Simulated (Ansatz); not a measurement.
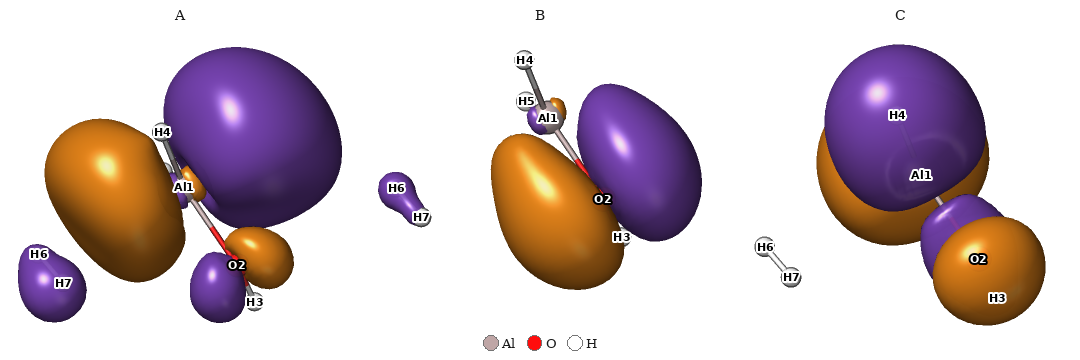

AlH3O···H2. Three frontier orbitals at ±0.08 Å⁻³ᐟ² (orange and purple are the two phases), in no order.

These are results of RKS r2SCAN-D4/def2-mTZVP (Ansatz 0.2.0), not measurements.

The calculation's input:

```
crystal:
  periodic: [false, false, false]
  atoms:
    - { symbol: Al, position_ang: [-0.052033, -0.228821, 0.085121] }
    - { symbol: O, position_ang: [-0.028108, -0.322993, 1.832048] }
    - { symbol: H, position_ang: [-0.859743, -0.428155, 2.306606] }
    - { symbol: H, position_ang: [1.360659, -0.206303, -0.613633] }
    - { symbol: H, position_ang: [-1.441541, -0.201683, -0.676877] }
    - { symbol: H, position_ang: [0.13997, 2.402208, 0.898414] }
    - { symbol: H, position_ang: [0.119297, 1.833047, 1.32422] }
basis:
  gaussian: { orbitals: def2-mTZVP }
hamiltonian:
  xc: r2scan
  dispersion: d4
relax:
  f_tol: 0.03
  max_steps: 50
output:
  orbitals: {}
```

Launched as:

```sh
ansatz run input.yaml --threads 1 --pin off --max-ram 2048MiB --backend cpu --events-out ev --progress --plain --runs-dir out
```

The fields are those of the run's last geometry, not of the input's.

Order the three orbitals by energy and name them.

Answer. B is the HOMO−1 (−7.87 eV). Its weight (Hirshfeld) is mainly on O2 (about 80 %); largely a lone pair of O2. C is the HOMO (−7.35 eV). By Hirshfeld shares it lies mainly on H5 (about 30 %), Al1 (about 30 %), H4 (about 20 %) and O2 (about 20 %). A is the LUMO (−0.97 eV). It lies mainly on Al1 (about 75 %) and O2 (about 5 %).

What is the HOMO–LUMO gap?

Answer. 6.38 eV between the orbital energies.
